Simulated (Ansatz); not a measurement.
# The cluster Si₂Te: one molecule under many settings

Aim: run the cluster Si₂Te under a spread of inputs, and see what each costs and gives.

The runs use Ansatz 0.2.0, Gaussian basis; the settings change from run to run.

3 further runs of the same task are left out: 3 set aside as unsound or not needed.

### Step 1. The relaxed structure

The structure was relaxed beforehand with r2SCAN-D4 in a triple-zeta def2 set. Te takes a core potential in def2 sets; no spin-orbit term is included.

3 atoms, charge 0, spin multiplicity 1.

Atoms are counted from 1 here; the program's logs count them from 0.

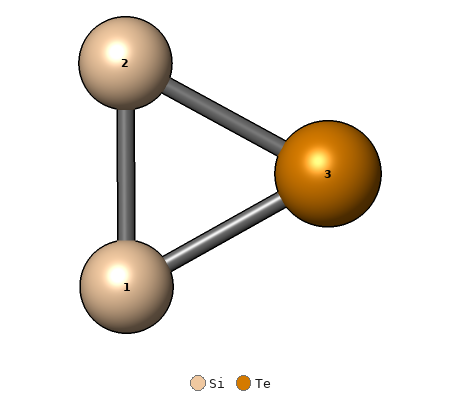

The geometry (silicon light orange, tellurium orange); atoms are numbered from 1 in the order of the file.

As a file:

```xyz
3

Si    1.25057   -0.63712    0.00654
Si   -0.04984    1.35083    0.37767
Te   -1.20072   -0.71371   -0.38421
```

### Step 2. wB97M-V/ANO-RCC-VTZP

This run has coordinates scaled by 0.96.

Contents of in.yaml:

```yaml
crystal:
  periodic: [false, false, false]
  atoms:
    - {symbol: Si, position_ang: [1.200544, -0.611638, 0.006275]}
    - {symbol: Si, position_ang: [-0.047849, 1.296799, 0.362563]}
    - {symbol: Te, position_ang: [-1.152695, -0.685161, -0.368838]}
basis:
  gaussian: {orbitals: ANO-RCC-VTZP}
hamiltonian: {xc: {name: wB97M-V}}
scf: {omitted_lower_state_checks: [starts]}
output: {forces: true}
```

Started as:

```sh
$ ansatz run in.yaml --threads 2 --pin off --events-out ev --progress --plain --max-ram 32768MiB --backend cpu
```

Log, cut to the lines that bear on the results:

```text
Functional definition: wB97M-V
  name "wB97M-V"
  cite "Mardirossian & Head-Gordon, J. Chem. Phys. 144, 214110 (2016) doi:10.1063/1.4952647"
  cite "Becke, J. Chem. Phys. 107, 8554 (1997) doi:10.1063/1.475007"
  cite "Vydrov & Van Voorhis, J. Chem. Phys. 133, 244103 (2010) doi:10.1063/1.3521275"
  # Of w^i u^j: cxij and so on, Table III.
[...]
  gx(w, u) = 1 - cx + cx01*u + cx10*w
  gss(w, u) = css00 + css04*u^4 + css10*w + css20*w^2 + css43*w^4*u^3
  gos(w, u) = cos00 + cos10*w + (cos20 + cos21*u)*w^2 + (cos60 + cos61*u)*w^6
[...]
      + integral(e_c_pw_mod_opposite_spin*gos(b97_w_opposite, b97_u_opposite)) + vv10(b, c)
[...]
981 factors; integrals over basis functions are off by at most 7.8e-4 eV
252 factors; integrals over basis functions are off by at most 7.2e-6 eV
[...]
mean field -200641.39778138 eV, -7373.4353688416 hartree, gradient 1.2e-5 eV, S^2 0.000000; 0 other end points of the search recorded, 0 dependent functions left out
[...]
reference -200641.39783261 eV, -7373.4353707244 hartree; 40, 40 occupied and 96, 96 virtual orbitals, 981 factors
Total energy: -200641.39783261 eV, -7373.4353707244 hartree
Relativity: scalar
Atom 0 at     1.200544    -0.611638     0.006275 Å, force     1.468159    -0.617475     0.044885 eV/Å
Atom 1 at    -0.047849     1.296799     0.362563 Å, force     0.064500     1.528582     0.445561 eV/Å
Atom 2 at    -1.152695    -0.685161    -0.368838 Å, force    -1.532659    -0.911107    -0.490446 eV/Å
Dipole moment:    -0.018717    -0.011129    -0.005990 e Å
Checks for a lower state left out: starts
```

Run time: 20 s. Hardware: 2 threads of AMD EPYC 7R13, shared host.

Largest force 1.849 eV/Å, dipole 0.11 D.

### Step 3. BHLYP/def2-mTZVPP

Set apart from the defaults: charge +1, multiplicity 2.

Contents of in.yaml:

```yaml
crystal:
  periodic: [false, false, false]
  atoms:
    - {symbol: Si, position_ang: [1.250567, -0.637123, 0.006536]}
    - {symbol: Si, position_ang: [-0.049843, 1.350832, 0.377670]}
    - {symbol: Te, position_ang: [-1.200724, -0.713709, -0.384206]}
basis:
  gaussian: {orbitals: def2-mTZVPP}
total_charge: 1
magnetization: {spin_polarized: true, initial_magnetization: 1}
hamiltonian: {xc: {name: BHLYP}}
output: {forces: true}
```

The command is unchanged.

Log, cut to the lines that bear on the results:

```text
Functional definition: BHLYP
  name "BHLYP"
  cite "Becke, J. Chem. Phys. 98, 1372 (1993) doi:10.1063/1.464304"
  cite "Becke, Phys. Rev. A 38, 3098 (1988) doi:10.1103/PhysRevA.38.3098"
  cite "Lee, Yang & Parr, Phys. Rev. B 37, 785 (1988) doi:10.1103/PhysRevB.37.785"
[...]
912 factors; integrals over basis functions are off by at most 3.6e-4 eV
[...]
mean field -23038.49446461 eV, -846.6490555219 hartree, gradient 3.5e-5 eV, S^2 0.771392; 4 other end points of the search recorded, 0 dependent functions left out
[...]
reference -23038.49460228 eV, -846.6490605813 hartree; 26, 25 occupied and 64, 65 virtual orbitals, 912 factors
Total energy: -23038.49460228 eV, -846.6490605813 hartree
Atom 0 at     1.250567    -0.637123     0.006536 Å, force     0.316235    -0.503988    -0.096114 eV/Å
Atom 1 at    -0.049843     1.350832     0.377670 Å, force    -0.335572     0.492525     0.089935 eV/Å
Atom 2 at    -1.200724    -0.713709    -0.384206 Å, force     0.019338     0.011463     0.006179 eV/Å
Dipole moment:     0.594390     0.353302     0.190191 e Å
```

Wall time 3.4 s (2 threads of AMD EPYC 7R13, shared host).

Largest force 0.603 eV/Å, ⟨S²⟩ 0.771.

### Step 4. wB97X-V/ANO-RCC-VTZP

This run has charge -1, multiplicity 2.

Changes to in.yaml since step 3:

```diff
@@ -7,6 +7,7 @@
 basis:
-  gaussian: {orbitals: def2-mTZVPP}
-total_charge: 1
+  gaussian: {orbitals: ANO-RCC-VTZP}
+total_charge: -1
 magnetization: {spin_polarized: true, initial_magnetization: 1}
-hamiltonian: {xc: {name: BHLYP}}
+hamiltonian: {xc: {name: wB97X-V}}
+scf: {omitted_lower_state_checks: [starts]}
 output: {forces: true}
```

Same command.

Log, cut to the lines that bear on the results:

```text
Functional definition: wB97X-V
  name "wB97X-V"
  cite "Mardirossian & Head-Gordon, Phys. Chem. Chem. Phys. 16, 9904 (2014) doi:10.1039/C3CP54374A"
  cite "Becke, J. Chem. Phys. 107, 8554 (1997) doi:10.1063/1.475007"
  cite "Vydrov & Van Voorhis, J. Chem. Phys. 133, 244103 (2010) doi:10.1063/1.3521275"
[...]
      + integral(e_c_pw_opposite_spin*poly(b97_u_opposite, cos0, cos1)) + vv10(b, c)
[...]
983 factors; integrals over basis functions are off by at most 9.2e-4 eV
252 factors; integrals over basis functions are off by at most 8.0e-6 eV
[...]
mean field -200646.55846203 eV, -7373.6250203575 hartree, gradient 2.4e-5 eV, S^2 0.755666; 0 other end points of the search recorded, 0 dependent functions left out
[...]
reference -200646.55846033 eV, -7373.6250202949 hartree; 41, 40 occupied and 95, 96 virtual orbitals, 983 factors
Total energy: -200646.55846033 eV, -7373.6250202949 hartree
Relativity: scalar
Atom 0 at     1.250567    -0.637123     0.006536 Å, force    -0.102856     1.349569     0.369332 eV/Å
Atom 1 at    -0.049843     1.350832     0.377670 Å, force     1.226080    -0.681889    -0.009914 eV/Å
Atom 2 at    -1.200724    -0.713709    -0.384206 Å, force    -1.123224    -0.667680    -0.359418 eV/Å
Dipole moment:    -0.542050    -0.322184    -0.173441 e Å
Checks for a lower state left out: starts
```

Run time: 27 s. Hardware: 2 threads of AMD EPYC 7R13, shared host; peak memory 0.7 GiB.

Largest force 1.403 eV/Å, ⟨S²⟩ 0.756.

### Step 5. revPBE0/def2-SVPD

Options: unrestricted orbitals, a grid of angular degree 11, D3(BJ) dispersion, high accuracy.

Contents of in.yaml:

```yaml
crystal:
  periodic: [false, false, false]
  atoms:
    - {symbol: Si, position_ang: [1.250567, -0.637123, 0.006536]}
    - {symbol: Si, position_ang: [-0.049843, 1.350832, 0.377670]}
    - {symbol: Te, position_ang: [-1.200724, -0.713709, -0.384206]}
basis:
  gaussian: {orbitals: def2-SVPD, final_grid: {core_spheres: 5, valence_spheres: 4, degree: 11}}
magnetization: {spin_polarized: true, initial_magnetization: 0}
hamiltonian: {xc: {name: revPBE0}, dispersion: d3bj}
accuracy: high
scf: {omitted_lower_state_checks: [starts]}
output: {forces: true}
```

Same command.

Log, cut to the lines that bear on the results:

```text
Functional definition: revPBE0
  name "revPBE0"
  cite "Zhang & Yang, Phys. Rev. Lett. 80, 890 (1998) doi:10.1103/PhysRevLett.80.890"
  cite "Adamo & Barone, J. Chem. Phys. 110, 6158 (1999) doi:10.1063/1.478522"
  cite "Perdew, Burke & Ernzerhof, Phys. Rev. Lett. 77, 3865 (1996) doi:10.1103/PhysRevLett.77.3865"
[...]
1653 factors; integrals over basis functions are off by at most 3.7e-9 eV
[...]
mean field -23041.03010925 eV, -846.7422387438 hartree, gradient 6.2e-8 eV, S^2 0.000000; 0 other end points of the search recorded, 0 dependent functions left out
[...]
reference -23041.03011278 eV, -846.7422388735 hartree; 26, 26 occupied and 57, 57 virtual orbitals, 1653 factors
Total energy: -23041.31760450 eV, -846.7528039994 hartree
Atom 0 at     1.250567    -0.637123     0.006536 Å, force     0.055935     0.005774     0.010064 eV/Å
Atom 1 at    -0.049843     1.350832     0.377670 Å, force     0.030122     0.045458     0.017495 eV/Å
Atom 2 at    -1.200724    -0.713709    -0.384206 Å, force    -0.086057    -0.051233    -0.027559 eV/Å
Dipole moment:    -0.034050    -0.020243    -0.010896 e Å
Checks for a lower state left out: starts
```

Wall time 3.1 s (2 threads of AMD EPYC 7R13, shared host).

Largest force 0.104 eV/Å, dipole 0.20 D, ⟨S²⟩ 0.000.

### Step 6. All runs side by side

| level | charge | multiplicity | geometry | functions | energy (eV) | time |
| --- | --- | --- | --- | --- | --- | --- |
| wB97M-V/ANO-RCC-VTZP | 0 | 1 | scaled | 136 | -200641.398 | 20 s |
| BHLYP/def2-mTZVPP | 1 | 2 | relaxed | 90 | -23038.495 | 3.4 s |
| wB97X-V/ANO-RCC-VTZP | -1 | 2 | relaxed | 136 | -200646.558 | 27 s |
| revPBE0/def2-SVPD | 0 | 1 | relaxed | 83 | -23041.318 | 3.1 s |

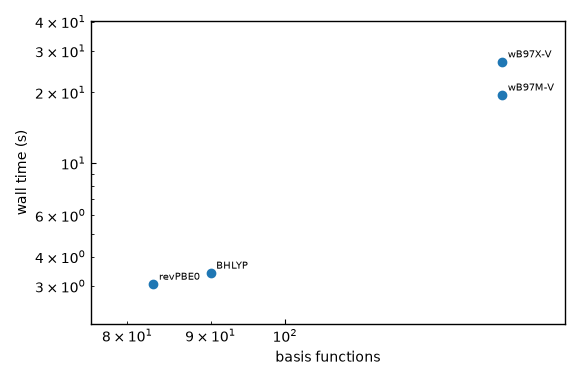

Wall time against the number of basis functions (shared host).

### Step 7. What came out

```
quantity                       value
    runs                           4
quickest    revPBE0/def2-SVPD, 3.1 s
 slowest  wB97X-V/ANO-RCC-VTZP, 27 s
```

What this shows: The runs differ in state or geometry as well as level, so their energies can't be set against each other. Run time spans a factor of 9, from revPBE0/def2-SVPD to wB97X-V/ANO-RCC-VTZP. The jobs differ in tasks and options as well as level. At the r2SCAN-D4/def2-TZVP geometry and in the same state, runs without warnings or point charges leave forces up to 0.10 eV/Å (revPBE0/def2-SVPD), against 1.8 eV/Å where the atoms were moved.
